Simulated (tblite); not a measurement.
# C₂H₇F₂GeP: geometry relaxation (part 1 of 4)

C₂H₇F₂GeP, SMILES FC(F)[CH2][GeH2][PH2], computed with GFN2-xTB geometry optimisation, gas phase (tblite 0.8.0).

It belongs to a series of runs on one base structure; here: H on C replaced by CHF2.

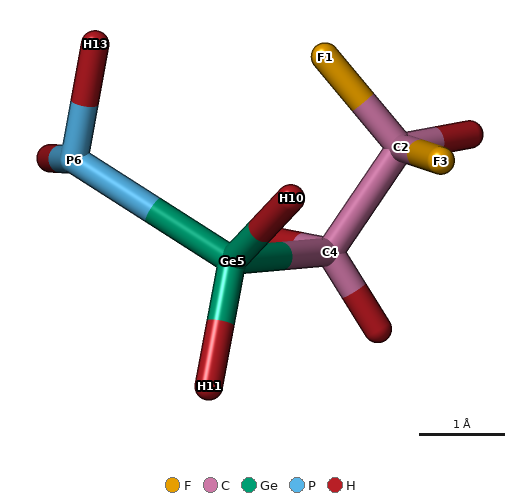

*The starting structure (stick view, seen at a tilt; atoms are numbered from 1 in the order of the input). Sticks mark near contacts.*

Bond lengths as drawn: C–C 1.51 Å, C–F 1.39 to 1.40 Å, C–Ge 1.94 Å, C–H 1.08 to 1.13 Å, Ge–H 1.55 to 1.56 Å, Ge–P 2.27 Å and H–P 1.46 Å.

Input file
```
{"job": {"kind": "relax", "xc": "GFN2-xTB", "basis": "xTB"}, "charge": 0, "multiplicity": 1}
F     -0.422600     1.409600     0.998500
C     -1.446800     0.752400     0.304400
F     -1.424900     1.331500    -0.957500
C     -0.959600    -0.659700     0.055100
Ge     0.659800    -0.447900    -0.993400
P      2.385900    -0.248700     0.471900
H     -2.426500     0.841700     0.754400
H     -1.673500    -1.301800    -0.447100
H     -0.729200    -1.162000     1.038200
H      0.585600     0.910300    -1.763200
H      0.795600    -1.654900    -1.954200
H      2.111000    -0.941500     1.723900
H      2.540700     1.171600     0.751300
```

The first line tells a small driver script what to run in tblite; the rest is the geometry in Å.

Hardware: 1 CPU thread, shared host.

Launch command:
```bash
OMP_NUM_THREADS=1 python <driver script> task.json out
```

Output
```
step      E/eV     max force
  0    -591.19009    2.169
  1    -591.47146    1.856
  2    -591.77617    1.377
  3    -591.97423    1.476
  4    -592.11135    0.939
  5    -592.15618    0.635
  6    -592.18308    0.361
  7    -592.19538    0.314
  8    -592.20553    0.247
  9    -592.21355    0.193
 10    -592.22095    0.242
 11    -592.22860    0.239
 12    -592.23628    0.261
 13    -592.24136    0.207
 14    -592.24411    0.149
 15    -592.24588    0.125
 16    -592.24757    0.132
 17    -592.24954    0.141
 18    -592.25138    0.134
 19    -592.25284    0.099
 20    -592.25409    0.101
 21    -592.25544    0.114
 22    -592.25706    0.143
 23    -592.25877    0.151
 24    -592.26001    0.095
 25    -592.26067    0.063
 26    -592.26108    0.056
 27    -592.26151    0.065
 28    -592.26208    0.072
 29    -592.26283    0.082
 30    -592.26364    0.101
 31    -592.26430    0.091
 32    -592.26473    0.053
 33    -592.26496    0.038
 34    -592.26515    0.044
 35    -592.26540    0.077
 36    -592.26582    0.111
 37    -592.26648    0.130
 38    -592.26729    0.113
 39    -592.26803    0.072
 40    -592.26859    0.059
 41    -592.26902    0.067
 42    -592.26944    0.071
 43    -592.26977    0.046
 44    -592.26995    0.030
 45    -592.27006    0.028
 46    -592.27020    0.042
 47    -592.27044    0.056
 48    -592.27078    0.054
 49    -592.27112    0.044
 50    -592.27137    0.042
 51    -592.27154    0.039
 52    -592.27168    0.043
 53    -592.27179    0.033
 54    -592.27189    0.023
 55    -592.27201    0.030
 56    -592.27216    0.041
 57    -592.27236    0.053
 58    -592.27256    0.048
 59    -592.27273    0.032
 60    -592.27291    0.032
 61    -592.27313    0.040
 62    -592.27345    0.054
 63    -592.27378    0.050
 64    -592.27404    0.042
 65    -592.27422    0.042
 66    -592.27438    0.040
 67    -592.27461    0.046
 68    -592.27497    0.055
 69    -592.27549    0.062
 70    -592.27608    0.066
 71    -592.27655    0.066
 72    -592.27656    0.100
 73    -592.27726    0.065
 74    -592.27751    0.040
 75    -592.27778    0.041
 76    -592.27793    0.037
 77    -592.27808    0.033
 78    -592.27825    0.021
 79    -592.27836    0.018
 80    -592.27844    0.021
 81    -592.27849    0.023
 82    -592.27856    0.025
 83    -592.27864    0.023
 84    -592.27873    0.019
 85    -592.27881    0.031
 86    -592.27887    0.023
 87    -592.27898    0.022
 88    -592.27908    0.025
 89    -592.27920    0.024
 90    -592.27930    0.023
 91    -592.27939    0.023
 92    -592.27948    0.024
 93    -592.27959    0.027
 94    -592.27970    0.030
 95    -592.27977    0.024
 96    -592.27984    0.022
 97    -592.27993    0.024
 98    -592.28005    0.025
 99    -592.28017    0.026
100    -592.28023    0.021
101    -592.28026    0.014
102    -592.28027    0.011
103    -592.28028    0.012
104    -592.28030    0.022
105    -592.28035    0.028
106    -592.28051    0.040
107    -592.28079    0.056
108    -592.28125    0.060
109    -592.28196    0.056
110    -592.28226    0.164
111    -592.28065    0.278
112    -592.28317    0.101
113    -592.28402    0.101
114    -592.28471    0.083
115    -592.28537    0.232
116    -592.28619    0.196
117    -592.28713    0.096
118    -592.28819    0.067
119    -592.28864    0.147
120    -592.28942    0.094
121    -592.29023    0.052
122    -592.29075    0.051
123    -592.29107    0.068
124    -592.29141    0.076
125    -592.29176    0.063
126    -592.29204    0.042
127    -592.29215    0.022
128    -592.29220    0.014
129    -592.29222    0.018
130    -592.29224    0.016
131    -592.29228    0.013
132    -592.29229    0.012
133    -592.29231    0.009
```

Trajectory as extended XYZ (Å, eV, eV/Å), 61 of the 134 frames kept, from step=0 to step=133
```
13
Properties=species:S:1:pos:R:3:forces:R:3 step=0 energy=-591.19009
F    -0.4226    1.4096    0.9985   -1.4490  -0.3460  -0.4170
C    -1.4468    0.7524    0.3044    1.7740  -0.5330  -1.1030
F    -1.4249    1.3315   -0.9575   -0.9670   0.4360   1.0590
C    -0.9596   -0.6597    0.0551   -0.5120  -0.7650   1.4890
Ge    0.6598   -0.4479   -0.9934    0.7270   0.7610  -0.4540
P     2.3859   -0.2487    0.4719    2.1450  -0.2280   0.2300
H    -2.4265    0.8417    0.7544   -0.0710   0.5150   0.2750
H    -1.6735   -1.3018   -0.4471   -0.4130   0.2770   0.0240
H    -0.7292   -1.1620    1.0382   -0.2830   0.5200  -0.7880
H     0.5856    0.9103   -1.7632    0.3460  -0.9440   0.0500
H     0.7956   -1.6549   -1.9542    0.0850   0.4330   0.3490
H     2.1110   -0.9415    1.7239   -0.4920   1.1040  -0.8820
H     2.5407    1.1716    0.7513   -0.8900  -1.2330   0.1690
13
Properties=species:S:1:pos:R:3:forces:R:3 step=2 energy=-591.77617
F    -0.4800    1.3986    0.9833    0.1870   0.2250   0.2440
C    -1.4062    0.7263    0.2754   -1.2630  -0.2420   0.4930
F    -1.4682    1.3545   -0.9186   -0.3460   0.2860  -0.2450
C    -0.9730   -0.6889    0.0938    0.3190   0.3240  -1.3000
Ge    0.6932   -0.4186   -1.0027    0.4580  -0.2930   0.7220
P     2.4911   -0.2633    0.4755    1.1480  -0.4510  -0.5020
H    -2.4100    0.8640    0.7591    0.5150   0.0380  -0.0690
H    -1.6945   -1.2880   -0.4445   -0.2990   0.0870   0.0430
H    -0.7404   -1.1455    1.0195    0.0430  -0.3510   0.9050
H     0.6021    0.8671   -1.7636    0.1560  -0.1840  -0.2630
H     0.8007   -1.6323   -1.9375    0.1170   0.3480   0.1700
H     2.0851   -0.8854    1.6810   -0.4250   0.7440  -0.4600
H     2.4957    1.1121    0.7617   -0.6110  -0.5310   0.2610
13
Properties=species:S:1:pos:R:3:forces:R:3 step=4 energy=-592.11135
F    -0.5176    1.3997    0.9843    0.5410   0.0950   0.2250
C    -1.4282    0.7010    0.2694   -0.4590   0.5050   0.2380
F    -1.5256    1.3874   -0.8976   -0.0300  -0.1220  -0.3620
C    -0.9643   -0.7014    0.0735    0.2910   0.3240  -0.3990
Ge    0.7518   -0.4134   -0.9681    0.3660  -0.4730   0.7240
P     2.6415   -0.3010    0.4509   -0.1550  -0.1050  -0.2560
H    -2.3813    0.8820    0.7660   -0.4700  -0.3210   0.3080
H    -1.7291   -1.2732   -0.4421    0.0870  -0.0390  -0.0360
H    -0.7513   -1.1447    1.0396   -0.1300  -0.0660   0.0920
H     0.6250    0.8225   -1.7808    0.0570   0.1060  -0.2350
H     0.8121   -1.5942   -1.9142    0.1290   0.0550  -0.0220
H     2.0393   -0.7966    1.6170   -0.1010   0.1700  -0.2990
H     2.4231    1.0325    0.7845   -0.1270  -0.1280   0.0230
13
Properties=species:S:1:pos:R:3:forces:R:3 step=7 energy=-592.19538
F    -0.4988    1.4039    0.9932   -0.0840   0.0320  -0.0920
C    -1.4465    0.7256    0.2784    0.1070  -0.0060   0.0290
F    -1.5429    1.3851   -0.9080   -0.0840  -0.0350   0.1390
C    -0.9540   -0.6814    0.0614   -0.1200   0.1260   0.2210
Ge    0.7867   -0.4334   -0.9247   -0.0810   0.0960  -0.1530
P     2.6624   -0.3124    0.4328   -0.0310   0.0460   0.0060
H    -2.4087    0.8632    0.7912   -0.0200  -0.1210   0.0960
H    -1.7224   -1.2681   -0.4449    0.2390   0.1210  -0.0780
H    -0.7667   -1.1425    1.0377   -0.1350   0.1120  -0.1420
H     0.6380    0.8079   -1.7932    0.1430  -0.2570   0.1100
H     0.8261   -1.5835   -1.9095    0.1330  -0.0290   0.0440
H     2.0224   -0.7686    1.5804   -0.0670  -0.0850  -0.0950
H     2.4001    1.0047    0.7876    0.0000  -0.0010  -0.0850
13
Properties=species:S:1:pos:R:3:forces:R:3 step=9 energy=-592.21355
F    -0.4959    1.4092    0.9907   -0.1190   0.1380  -0.0290
C    -1.4494    0.7346    0.2861   -0.0930  -0.1040   0.0640
F    -1.5537    1.3814   -0.9035   -0.1140   0.0780   0.1140
C    -0.9567   -0.6644    0.0688    0.0980  -0.0260  -0.0930
Ge    0.7911   -0.4355   -0.9193   -0.1440  -0.0120  -0.0850
P     2.6632   -0.3126    0.4265    0.0370   0.0010  -0.0140
H    -2.4188    0.8472    0.8065    0.1880  -0.0010   0.0060
H    -1.7023   -1.2579   -0.4525    0.0570   0.0890  -0.1530
H    -0.7813   -1.1350    1.0300   -0.0410  -0.0070   0.1880
H     0.6524    0.7864   -1.7902    0.1010  -0.0700   0.0060
H     0.8408   -1.5831   -1.9052    0.0960  -0.0520   0.0640
H     2.0124   -0.7677    1.5623   -0.0690  -0.1290  -0.0020
H     2.3938    0.9978    0.7820    0.0030   0.0940  -0.0640
13
Properties=species:S:1:pos:R:3:forces:R:3 step=11 energy=-592.22860
F    -0.5035    1.4239    0.9862   -0.0600   0.1470   0.0620
C    -1.4541    0.7361    0.2950   -0.0380  -0.0040  -0.0130
F    -1.5730    1.3842   -0.8903   -0.1270   0.0990  -0.0010
C    -0.9525   -0.6532    0.0725    0.1500  -0.1440  -0.1000
Ge    0.7869   -0.4386   -0.9200    0.0760  -0.1500   0.1250
P     2.6658   -0.3124    0.4206   -0.0650  -0.0160  -0.0130
H    -2.4165    0.8331    0.8224    0.0750   0.0320   0.0650
H    -1.6805   -1.2423   -0.4711   -0.0730   0.0230  -0.1520
H    -0.7978   -1.1280    1.0345    0.0110  -0.0550   0.1750
H     0.6727    0.7632   -1.7882    0.0160   0.1790  -0.1580
H     0.8610   -1.5871   -1.8965    0.0360  -0.0950   0.0450
H     1.9986   -0.7762    1.5452   -0.0130  -0.0970   0.0030
H     2.3884    0.9978    0.7719    0.0120   0.0800  -0.0380
13
Properties=species:S:1:pos:R:3:forces:R:3 step=13 energy=-592.24136
F    -0.5159    1.4467    0.9852   -0.0180   0.0410   0.0510
C    -1.4576    0.7367    0.3013    0.0790   0.0660  -0.0530
F    -1.5996    1.3926   -0.8768   -0.0920   0.0120  -0.0390
C    -0.9420   -0.6515    0.0732   -0.0430  -0.0390   0.0540
Ge    0.7881   -0.4487   -0.9158    0.2040  -0.0080   0.0340
P     2.6631   -0.3123    0.4156   -0.0460   0.0040   0.0450
H    -2.4097    0.8216    0.8420   -0.0380  -0.0030   0.0910
H    -1.6636   -1.2255   -0.4982   -0.0570   0.0030  -0.0270
H    -0.8129   -1.1242    1.0471    0.0140  -0.0450  -0.0680
H     0.6929    0.7518   -1.7955   -0.0340   0.1270  -0.1150
H     0.8823   -1.5983   -1.8853   -0.0110  -0.1210   0.0310
H     1.9855   -0.7918    1.5299    0.0360  -0.0310   0.0060
H     2.3849    1.0033    0.7595    0.0060  -0.0060  -0.0080
13
Properties=species:S:1:pos:R:3:forces:R:3 step=16 energy=-592.24757
F    -0.5227    1.4598    0.9884    0.0140  -0.0040  -0.0350
C    -1.4568    0.7411    0.3022   -0.0540  -0.0060   0.0510
F    -1.6191    1.3968   -0.8741   -0.0180  -0.0340   0.0240
C    -0.9405   -0.6512    0.0736    0.0110   0.0880  -0.0640
Ge    0.8035   -0.4504   -0.9155   -0.0620   0.0670  -0.0960
P     2.6631   -0.3122    0.4190    0.0850   0.0040   0.0430
H    -2.4062    0.8171    0.8565    0.0190  -0.0130   0.0110
H    -1.6626   -1.2174   -0.5102    0.0090   0.0400   0.0400
H    -0.8171   -1.1288    1.0461    0.0050  -0.0320  -0.0930
H     0.6977    0.7568   -1.8082   -0.0130  -0.0420  -0.0040
H     0.8896   -1.6150   -1.8762   -0.0040  -0.0510   0.0570
H     1.9833   -0.8009    1.5259    0.0150  -0.0080   0.0380
H     2.3833    1.0047    0.7546   -0.0060  -0.0090   0.0280
13
Properties=species:S:1:pos:R:3:forces:R:3 step=18 energy=-592.25138
F    -0.5264    1.4698    0.9878    0.0240   0.0070  -0.0590
C    -1.4597    0.7457    0.3070   -0.0580  -0.0420   0.0440
F    -1.6377    1.3966   -0.8700    0.0000  -0.0040   0.0480
C    -0.9392   -0.6423    0.0698    0.0840   0.0170  -0.1030
Ge    0.8134   -0.4460   -0.9222   -0.1260  -0.0180   0.0010
P     2.6712   -0.3119    0.4254    0.0180  -0.0090  -0.0250
H    -2.4041    0.8114    0.8712    0.0090   0.0050  -0.0040
H    -1.6607   -1.2068   -0.5161    0.0050   0.0550  -0.0020
H    -0.8205   -1.1350    1.0343    0.0390  -0.0080  -0.0450
H     0.7005    0.7565   -1.8198   -0.0040  -0.0470  -0.0200
H     0.8955   -1.6332   -1.8632   -0.0090   0.0240   0.0690
H     1.9827   -0.8076    1.5245    0.0160   0.0100   0.0350
H     2.3806    1.0033    0.7537    0.0020   0.0110   0.0610
13
Properties=species:S:1:pos:R:3:forces:R:3 step=20 energy=-592.25409
F    -0.5282    1.4784    0.9833    0.0180   0.0020  -0.0330
C    -1.4635    0.7472    0.3128    0.0310  -0.0140  -0.0170
F    -1.6530    1.3963   -0.8630   -0.0200   0.0280   0.0210
C    -0.9340   -0.6344    0.0629    0.0070  -0.0430  -0.0080
Ge    0.8138   -0.4440   -0.9269   -0.0060  -0.0350   0.0730
P     2.6763   -0.3119    0.4281   -0.0870   0.0030  -0.0520
H    -2.4029    0.8061    0.8836   -0.0070   0.0000   0.0130
H    -1.6574   -1.1944   -0.5225   -0.0230   0.0290  -0.0600
H    -0.8213   -1.1393    1.0218    0.0720   0.0000  -0.0210
H     0.7035    0.7518   -1.8299   -0.0100  -0.0310  -0.0430
H     0.9004   -1.6458   -1.8486   -0.0220   0.0400   0.0500
H     1.9830   -0.8127    1.5245    0.0330   0.0270   0.0080
H     2.3789    1.0030    0.7562    0.0140  -0.0060   0.0680
13
Properties=species:S:1:pos:R:3:forces:R:3 step=22 energy=-592.25706
F    -0.5278    1.4864    0.9754    0.0200  -0.0170   0.0110
C    -1.4654    0.7469    0.3176    0.0630   0.0380  -0.0450
F    -1.6691    1.3980   -0.8543   -0.0380   0.0310  -0.0230
C    -0.9286   -0.6296    0.0540   -0.1160  -0.0270   0.0790
Ge    0.8118   -0.4435   -0.9273    0.0860   0.0350   0.0340
P     2.6742   -0.3111    0.4272   -0.0870   0.0300  -0.0200
H    -2.4012    0.8014    0.8960    0.0250  -0.0210   0.0170
H    -1.6569   -1.1798   -0.5331   -0.0310  -0.0140  -0.0810
H    -0.8145   -1.1445    1.0065    0.0590  -0.0150   0.0110
H     0.7045    0.7444   -1.8434   -0.0100  -0.0520  -0.0260
H     0.9023   -1.6552   -1.8292   -0.0200   0.0110   0.0090
H     1.9873   -0.8157    1.5272    0.0310   0.0260  -0.0160
H     2.3790    1.0026    0.7658    0.0170  -0.0240   0.0500
13
Properties=species:S:1:pos:R:3:forces:R:3 step=24 energy=-592.26001
F    -0.5255    1.4939    0.9674    0.0320  -0.0320   0.0230
C    -1.4656    0.7487    0.3207    0.0000   0.0390  -0.0150
F    -1.6896    1.4021   -0.8464   -0.0180   0.0100  -0.0280
C    -0.9289   -0.6259    0.0466   -0.0870   0.0140   0.0360
Ge    0.8142   -0.4405   -0.9258    0.0040   0.0530  -0.0290
P     2.6688   -0.3086    0.4254    0.0220   0.0400   0.0290
H    -2.3963    0.7955    0.9103    0.0560  -0.0140   0.0110
H    -1.6596   -1.1645   -0.5495   -0.0060  -0.0340  -0.0360
H    -0.8027   -1.1522    0.9906   -0.0160  -0.0160   0.0300
H     0.7043    0.7331   -1.8610    0.0010  -0.0550  -0.0110
H     0.9025   -1.6650   -1.8065   -0.0010  -0.0080  -0.0210
H     1.9942   -0.8167    1.5297    0.0040  -0.0010  -0.0170
H     2.3798    1.0005    0.7808    0.0080   0.0050   0.0300
13
Properties=species:S:1:pos:R:3:forces:R:3 step=27 energy=-592.26151
F    -0.5215    1.4943    0.9655    0.0210  -0.0230  -0.0170
C    -1.4660    0.7523    0.3210   -0.0040  -0.0230   0.0060
F    -1.7007    1.4052   -0.8446    0.0120   0.0020   0.0170
C    -0.9347   -0.6236    0.0456    0.0360  -0.0130  -0.0360
Ge    0.8148   -0.4367   -0.9256   -0.0240  -0.0360   0.0190
P     2.6703   -0.3040    0.4264    0.0190   0.0190   0.0040
H    -2.3896    0.7921    0.9190   -0.0010   0.0290   0.0240
H    -1.6604   -1.1606   -0.5600    0.0040  -0.0100   0.0180
H    -0.8019   -1.1558    0.9868   -0.0620   0.0160  -0.0090
H     0.7053    0.7228   -1.8712   -0.0060   0.0080  -0.0430
H     0.9037   -1.6690   -1.7986    0.0050   0.0060  -0.0080
H     1.9962   -0.8170    1.5275   -0.0020  -0.0160  -0.0030
H     2.3800    1.0005    0.7905    0.0010   0.0400   0.0290
```
